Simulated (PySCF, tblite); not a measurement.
# C₄H₄N₂O₃− (doublet): geometry, infrared bands and EPR parameters

Aim: predict the infrared bands and EPR parameters of C₄H₄N₂O₃− (doublet) (`CO[C]1N=C(C=O)O[N-]1`).

Computed with tblite 0.8.0 and PySCF 2.14.0, with density-fitted response routines of our own, on a single molecule in the gas phase. Atoms count from 0, in the outputs and in this text.

### 1 Starting geometry

13 atoms, charge -1, multiplicity 2; geometry from: force field or distance geometry start.

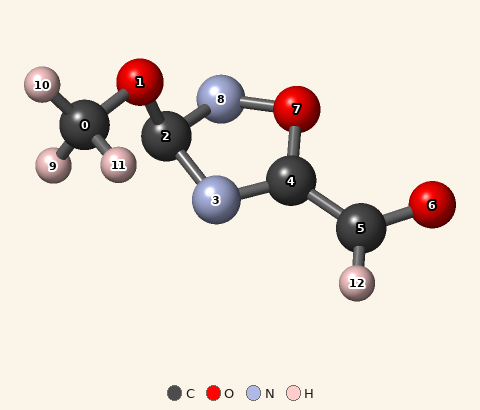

As it starts; carbon dark grey, oxygen red, nitrogen light blue, hydrogen pink, atoms numbered.

### 2 Optimising the geometry with GFN2-xTB

What the job is given:

```
{"job": {"kind": "relax", "xc": "GFN2-xTB", "basis": "xTB"}, "charge": -1, "multiplicity": 2}
C      2.332900     0.537800     0.070900
O      1.549400    -0.394200     0.751700
C      0.708200    -0.951800    -0.208000
N     -0.279000     0.032500    -0.664700
C     -1.388100    -0.240800    -0.044300
C     -2.640700     0.499300    -0.213800
O     -3.679500     0.154800     0.435100
O     -1.248800    -1.329700     0.794000
N     -0.118500    -2.010100     0.329100
H      2.497200     0.093600    -0.927400
H      3.281900     0.769400     0.602800
H      1.729800     1.483700    -0.087200
H     -2.749200     1.356000    -0.855800
```

Launch:

```console
$ OMP_NUM_THREADS=1 python probes_run.py task.json out
```

The driver reads the jobs from task.json and runs them one after another.

Standard output:

```text
step      E/eV     max force
  0    -780.85145    5.149
  1    -781.44370    3.026
  2    -782.00025    3.934
  3    -782.48268    3.816
  4    -783.23612    2.670
  5    -783.62136    1.865
  6    -783.88317    1.196
  7    -783.95695    0.823
  8    -784.03243    0.778
  9    -784.05393    0.629
 10    -784.07435    0.431
 11    -784.10417    0.357
 12    -784.11692    0.342
 13    -784.13245    0.358
 14    -784.14806    0.393
 15    -784.17334    0.527
 16    -784.19871    0.464
 17    -784.22251    0.413
 18    -784.23910    0.315
 19    -784.25116    0.258
 20    -784.26271    0.242
 21    -784.27052    0.264
 22    -784.27475    0.205
 23    -784.27735    0.137
 24    -784.27935    0.095
 25    -784.28076    0.073
 26    -784.28137    0.063
 27    -784.28204    0.064
 28    -784.28251    0.046
 29    -784.28292    0.049
 30    -784.28330    0.059
 31    -784.28385    0.075
 32    -784.28460    0.080
 33    -784.28540    0.063
 34    -784.28592    0.047
 35    -784.28621    0.047
 36    -784.28649    0.057
 37    -784.28683    0.051
 38    -784.28717    0.047
 39    -784.28744    0.040
 40    -784.28767    0.040
 41    -784.28799    0.045
 42    -784.28851    0.061
 43    -784.28925    0.074
 44    -784.29004    0.073
 45    -784.29078    0.081
 46    -784.29160    0.064
 47    -784.29239    0.074
 48    -784.29286    0.051
 49    -784.29308    0.030
 50    -784.29318    0.024
 51    -784.29326    0.023
 52    -784.29331    0.019
 53    -784.29335    0.018
 54    -784.29340    0.017
 55    -784.29348    0.024
 56    -784.29362    0.037
 57    -784.29387    0.057
 58    -784.29432    0.070
 59    -784.29493    0.065
 60    -784.29557    0.062
 61    -784.29609    0.049
 62    -784.29643    0.048
 63    -784.29680    0.068
 64    -784.29694    0.094
 65    -784.29764    0.052
 66    -784.29828    0.049
 67    -784.29952    0.117
 68    -784.30043    0.103
 69    -784.30198    0.132
 70    -784.30155    0.277
 71    -784.30368    0.158
 72    -784.30493    0.069
 73    -784.30539    0.049
 74    -784.30563    0.045
 75    -784.30595    0.037
 76    -784.30625    0.037
 77    -784.30643    0.040
 78    -784.30663    0.047
 79    -784.30694    0.052
 80    -784.30747    0.057
 81    -784.30820    0.069
 82    -784.30900    0.061
 83    -784.30958    0.075
 84    -784.30961    0.090
 85    -784.31028    0.046
 86    -784.31050    0.041
 87    -784.31071    0.025
 88    -784.31079    0.017
 89    -784.31084    0.014
 90    -784.31086    0.008
```

It took 0.28 s on 1 thread of AMD EPYC 9R45, shared host.

Relaxation path: (not every step is listed)

| step | energy from step 0 (eV) | largest force (eV/Å) |
| --- | --- | --- |
| 0 | 0.0000 | 5.1494 |
| 1 | -0.5923 | 3.0259 |
| 2 | -1.1488 | 3.9345 |
| 3 | -1.6312 | 3.8163 |
| 4 | -2.3847 | 2.6699 |
| 5 | -2.7699 | 1.8651 |
| 6 | -3.0317 | 1.1963 |
| 7 | -3.1055 | 0.8232 |
| 8 | -3.1810 | 0.7778 |
| 15 | -3.3219 | 0.5272 |
| 22 | -3.4233 | 0.2052 |
| 29 | -3.4315 | 0.0487 |
| 36 | -3.4350 | 0.0570 |
| 43 | -3.4378 | 0.0738 |
| 50 | -3.4417 | 0.0244 |
| 57 | -3.4424 | 0.0572 |
| 64 | -3.4455 | 0.0939 |
| 71 | -3.4522 | 0.1583 |
| 78 | -3.4552 | 0.0468 |
| 85 | -3.4588 | 0.0460 |
| 86 | -3.4591 | 0.0414 |
| 87 | -3.4593 | 0.0253 |
| 88 | -3.4593 | 0.0175 |
| 89 | -3.4594 | 0.0140 |
| 90 | -3.4594 | 0.0084 |

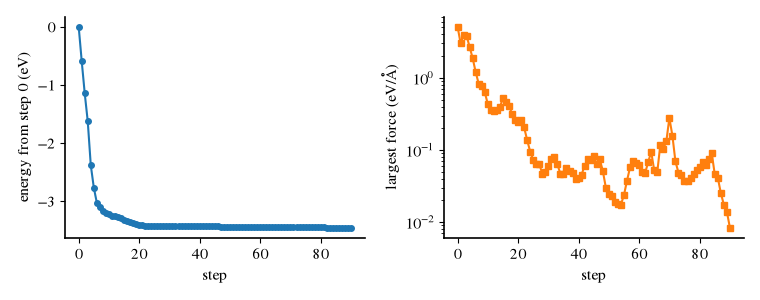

Energy and force, step by step.

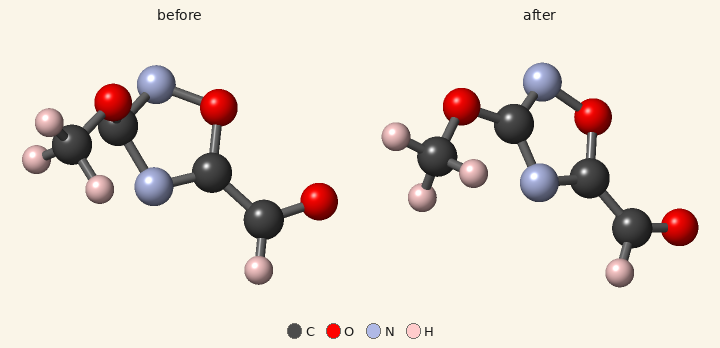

The geometry before (left) and after (right).

Distances of close pairs at the start and the end, largest changes first:

| bond | before (Å) | after (Å) | change (Å) |
| --- | --- | --- | --- |
| C2–N3 | 1.467 | 1.333 | -0.134 |
| C2–N8 | 1.446 | 1.315 | -0.131 |
| C4–C5 | 1.465 | 1.397 | -0.068 |
| N3–C4 | 1.300 | 1.354 | +0.054 |
| C0–H11 | 1.133 | 1.094 | -0.039 |
| O1–C2 | 1.393 | 1.355 | -0.038 |
| C5–H12 | 1.076 | 1.110 | +0.034 |
| C0–H10 | 1.112 | 1.091 | -0.022 |

The end geometry stands in the next job.

### 3 Infrared spectrum with GFN2-xTB

What the job is given:

```
{"job": {"kind": "ir", "xc": "GFN2-xTB", "basis": "xTB"}, "charge": -1, "multiplicity": 2}
C      2.375675     0.526571    -0.102785
O      1.865203    -0.670860     0.429637
C      0.513378    -0.746099     0.381871
N     -0.248714     0.221268    -0.127213
C     -1.500918    -0.268101     0.031019
C     -2.673836     0.386962    -0.351159
O     -3.858042    -0.003827    -0.232582
O     -1.457831    -1.512894     0.629466
N     -0.110974    -1.805105     0.849952
H      2.103541     0.634774    -1.157148
H      3.459664     0.470694     0.003985
H      1.985255     1.393398     0.438739
H     -2.456789     1.373706    -0.811508
```

Standard output:

```text
mode    cm-1     km/mol
  1      89.5      0.26
  2     104.0      1.90
  3     144.4      2.79
  4     145.6      7.81
  5     239.9      6.57
  6     280.5      5.10
  7     339.9      0.23
  8     463.7      6.08
  9     501.7      0.74
 10     567.2      0.86
 11     682.6     63.26
 12     698.8     27.00
 13     727.4     42.44
 14     784.9      0.38
 15     939.1     17.44
 16    1016.7     27.40
 17    1036.5     57.41
 18    1113.6    127.22
 19    1134.7      2.02
 20    1168.4      2.83
 21    1225.0     40.57
 22    1350.6     10.38
 23    1385.2    307.59
 24    1390.1    170.06
 25    1446.8    189.16
 26    1451.5      0.83
 27    1487.5    246.77
 28    1491.0     66.42
 29    1654.9    278.83
 30    2700.4    249.31
 31    2929.4     42.04
 32    2953.6     34.21
 33    2991.5     62.05
```

It took 0.2 s on 1 thread of AMD EPYC 9R45, shared host.

The strongest bands and the atoms that carry them (share of the mass-weighted mode):

```csv
cm⁻¹,km/mol,atoms
1114,127.2,"O1 38 %, C0 22 %, N8 16 %, N3 14 %"
1385,307.6,"H10 18 %, H11 15 %, H9 15 %, N3 12 %"
1390,170.1,"C4 30 %, O6 14 %, H10 13 %, C5 11 %"
1447,189.2,"C2 53 %, N3 16 %"
1488,246.8,"C2 59 %, N8 25 %"
1491,66.4,"H9 39 %, H11 39 %"
1655,278.8,"C5 56 %, C4 25 %, O6 16 %"
2700,249.3,H12 94 %
```

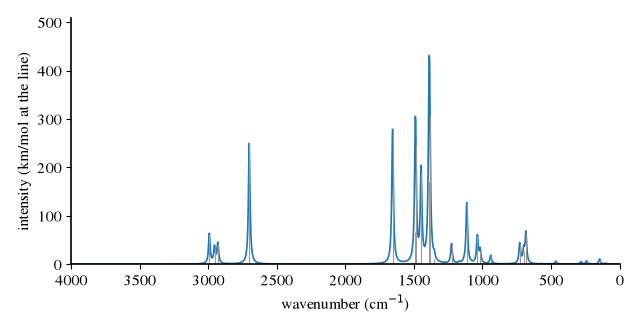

The infrared spectrum from these modes, unscaled. Lines are broadened to a width of 14 cm⁻¹ (Lorentzian).

### 4 EPR parameters: B3LYP/pcH-1

Settings changed since step 3:

```diff
@@ -1,2 +1,2 @@
-{"job": {"kind": "ir", "xc": "GFN2-xTB", "basis": "xTB"}, "charge": -1, "multiplicity": 2}
+{"job": {"kind": "epr", "basis": "pcH-1"}, "charge": -1, "multiplicity": 2}
 C      2.375675     0.526571    -0.102785
```

Method: UKS B3LYP, pcH-1 on C H N O, non-relativistic, mean-field spin-orbit, GIAO.

Standard output:

```text
UKS, coarse grid
  cycle   1  E = -489.75430047  |g| = 8.01e-01
  cycle   2  E = -486.53598028  |g| = 2.15e+00
  cycle   3  E = -489.81799701  |g| = 5.88e-01
  cycle   4  E = -489.98383555  |g| = 1.46e-01
  cycle   5  E = -489.99268034  |g| = 8.79e-02
  cycle   6  E = -489.99517543  |g| = 5.38e-02
  cycle   7  E = -489.99640509  |g| = 1.52e-02
  cycle   8  E = -489.99651530  |g| = 7.08e-03
  cycle   9  E = -489.99654719  |g| = 3.60e-03
  cycle  10  E = -489.99655334  |g| = 2.60e-03
  cycle  11  E = -489.99655658  |g| = 6.68e-04
UKS, final grid
  cycle   1  E = -489.99654315  |g| = 1.16e-03
  cycle   2  E = -489.99654186  |g| = 2.24e-03
  cycle   3  E = -489.99654363  |g| = 1.63e-04
  cycle   4  E = -489.99654364  |g| = 2.92e-05
  cycle   5  E = -489.99654364  |g| = 3.29e-05
  cycle   6  E = -489.99654364  |g| = 1.38e-05
E = -489.99654364 Eh   <S^2> = 0.7586 (exact 0.7500)
g shifts (ppm)      1          2          3
  rmc          -266       -266       -266
  gc            -21         45         47
  oz_so         -15       3530       5425
  total        -301       3309       5206
hyperfine (MHz)  atom isotope    a_iso     a_fc   dipolar eigenvalues
    0   13C       0.00       0.00     -0.54      0.16      0.38
    1   17O       2.43       2.43     -2.06     -1.54      3.59
    2   13C     -15.27     -15.27    -10.98      5.09      5.89
    3   14N       5.74       5.74     -7.82     -7.48     15.30
    4   13C      -3.47      -3.47    -17.35    -14.91     32.26
    5   13C      -3.80      -3.80    -18.77    -14.38     33.15
    6   17O     -25.29     -25.29   -102.49     50.33     52.16
    7   17O     -18.56     -18.56    -52.85     25.53     27.32
    8   14N       7.98       7.98     -9.14     -8.82     17.96
    9    1H      -0.99      -0.99     -1.24     -1.03      2.27
   10    1H      -0.09      -0.09     -0.54     -0.47      1.00
   11    1H      -0.98      -0.98     -1.26     -1.05      2.31
   12    1H     -18.81     -18.81     -8.65     -3.39     12.04
```

It took 31 s on 1 thread of AMD EPYC 9R45, shared host; peak memory 1.1 GiB.

Principal g values 2.00202, 2.00563, 2.00753; g(iso) = 2.00506, against 2.00232 for a free electron.

Mean a(iso) over the nuclei that a row names, and the largest dipolar term of the row (other rows stand at the frozen geometry):

| nuclei | isotope | a(iso) (MHz) | a(iso) (G, at g = 2.0023) | largest dipolar term (MHz) |
| --- | --- | --- | --- | --- |
| O6 | 17O | -25.3 | -9.0 | -102.5 |
| H12 | 1H | -18.8 | -6.7 | 12.0 |
| O7 | 17O | -18.6 | -6.6 | -52.8 |
| C2 | 13C | -15.3 | -5.4 | -11.0 |
| N8 | 14N | 8.0 | 2.8 | 18.0 |
| N3 | 14N | 5.7 | 2.0 | 15.3 |
| C5 | 13C | -3.8 | -1.4 | 33.1 |
| C4 | 13C | -3.5 | -1.2 | 32.3 |
| O1 | 17O | 2.4 | 0.9 | 3.6 |
| H9, H10, H11 | 1H | -0.7 | -0.2 | 2.3 |
| C0 | 13C | 0.0 | 0.0 | -0.5 |

Mulliken spin populations:

C0 0.00; O1 -0.01; C2 -0.06; N3 0.13; C4 0.18; C5 0.18; O6 0.31; O7 0.11; N8 0.17; H9 0.00; H10 0.00; H11 0.00; H12 -0.02

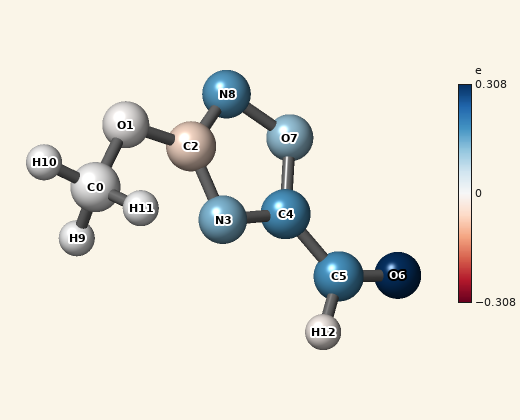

Mulliken spin populations, as colours on the atoms.

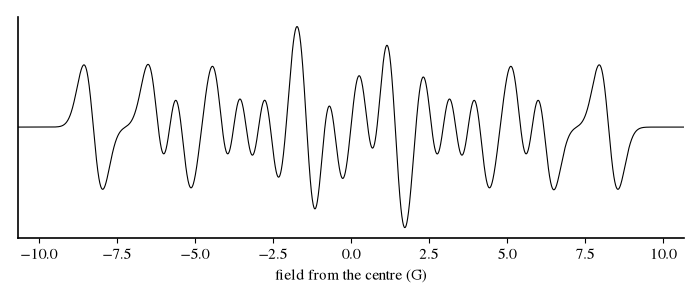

First-order isotropic spectrum (first derivative, main isotopes with spin only, couplings over 0.8 MHz, Gaussian width 0.3 G; couplings of the frozen geometry, rotation of groups not averaged beyond the rows shown).

Orbitals, density, ELF and potential are computed afterwards from the orbital file.

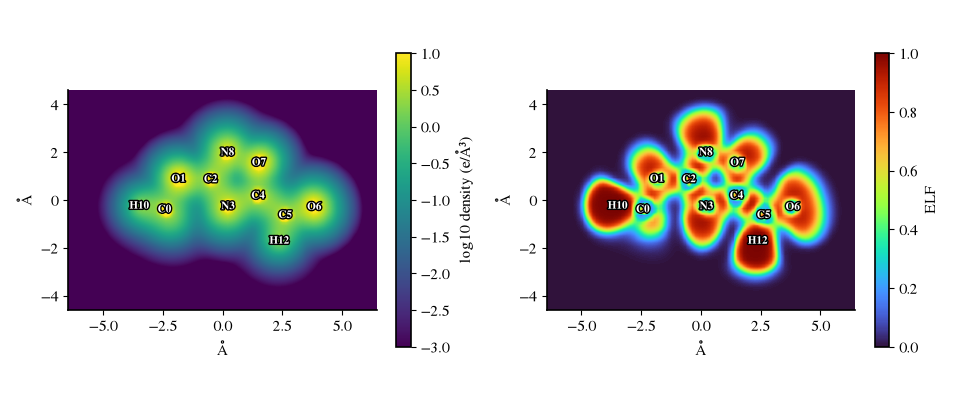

Density (left) and ELF (right) in a plane through or near 11 of the atoms.

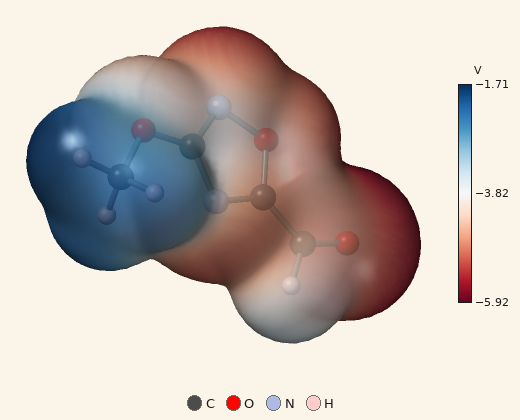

The potential that a unit positive charge feels on the 0.002 e/bohr³ surface, from -5.92 V near O6 to -1.71 V near H10.

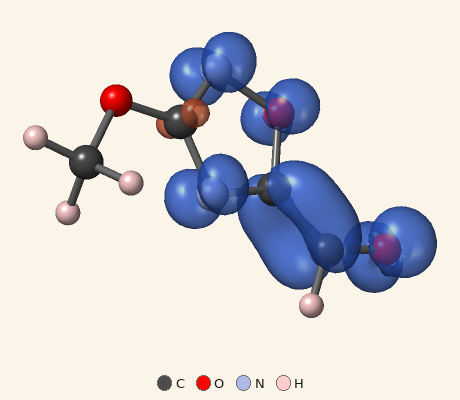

Spin density at ±0.04 e/Å³ (alpha excess blue, beta excess red).

### 5 Results

| quantity | value |
| --- | --- |
| strongest single infrared mode (GFN2-xTB) | 1385 cm⁻¹, 308 km/mol |
| zero-point energy (GFN2-xTB) | 52.4 kcal/mol |
| g(iso) (B3LYP) | 2.00506 |
| ⟨S²⟩ | 0.759 (exact 0.75) |
| largest a(iso) (averaged by class) | 17O on O6, -25.3 MHz |

What this shows: The optimisation took 90 steps and gained 3.459 eV; among the close pairs (by a distance rule), C2–N3 changed most, from 1.467 to 1.333 Å. All 33 modes are real, so the xTB geometry is a minimum. The strongest single mode, at 1385 cm⁻¹, has its largest shares on H10, H11, H9 and N3 (the list is cut at 4 atoms). GFN2-xTB is a fitted tight-binding method: band positions and strengths are rough. Its intensities can rank the bands wrongly. The largest share of the spin, 0.31 e, sits on O6. The isotropic g lies 2.7 ppt above the free-electron value. These values are for one conformer; the search (at its own cheap level) found 1 more, at 0.06 kcal/mol, and measured spectra average over such forms.
